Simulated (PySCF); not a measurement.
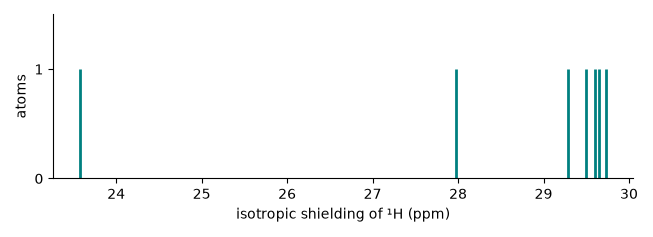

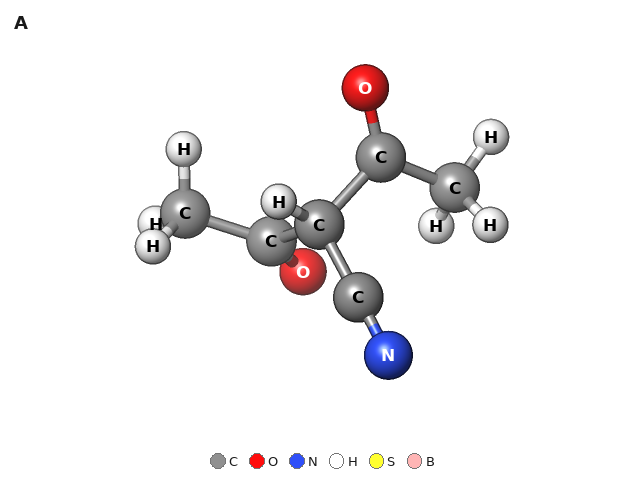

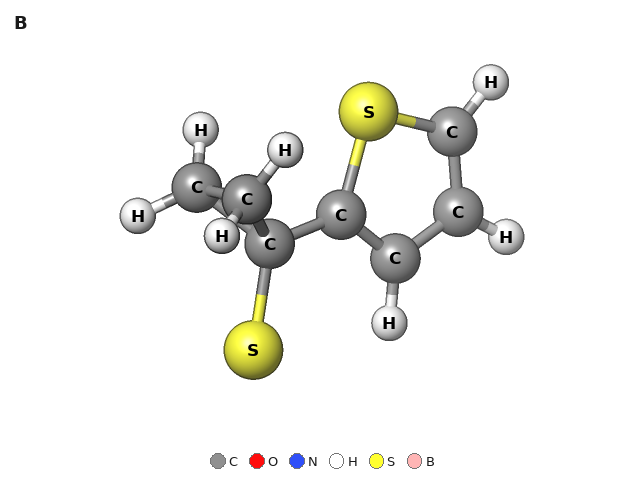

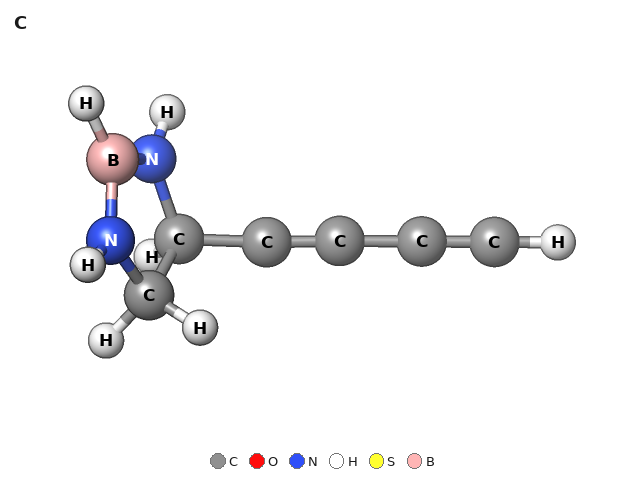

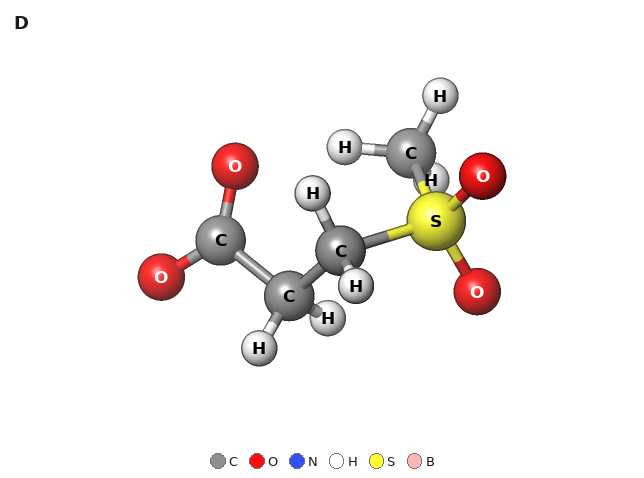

The sticks are computed shieldings of one of the molecules, for one fixed geometry (GFN2-xTB) without averaging over rotations. Low shielding means a high chemical shift. Method: GIAO PBE0/pcSseg-1 NMR shielding, non-relativistic, gas phase (PySCF 2.14.0).

Which molecule gives this pattern?

Answer. D, `CS(=O)(=O)CCC(=O)[O-]`. Its 7 H atoms give lines at 23.57, 27.97, 29.29, 29.50, 29.60, 29.65, 29.74 ppm.

The geometry is semi-empirical. Around B such bond lengths and angles can be off by a tenth of an ångström or more and by several degrees, and values that hang on the shape move with them.
